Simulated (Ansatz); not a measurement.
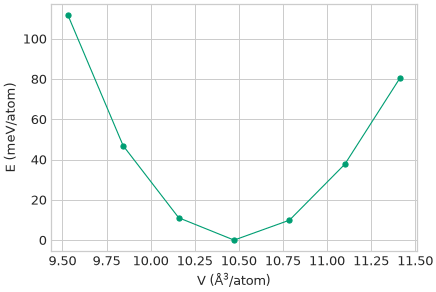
Figure. TaN (rock salt, Fm-3m) under volume change, PBEsol (plane waves, PAW; program Ansatz), scaled uniformly.

Problem. What does a third-order Birch–Murnaghan fit give for V₀, B₀ and B′?

Solution. V₀ = 10.47 Å³/atom, B₀ = 356 GPa, B′ = 4.4.

Symmetry was held in the PBEsol relaxation. No spin polarisation was allowed. Scalar-relativistic: spin–orbit coupling is off unless named, which matters more the heavier the elements.

Potentials: the later of the program's two PAW sets.
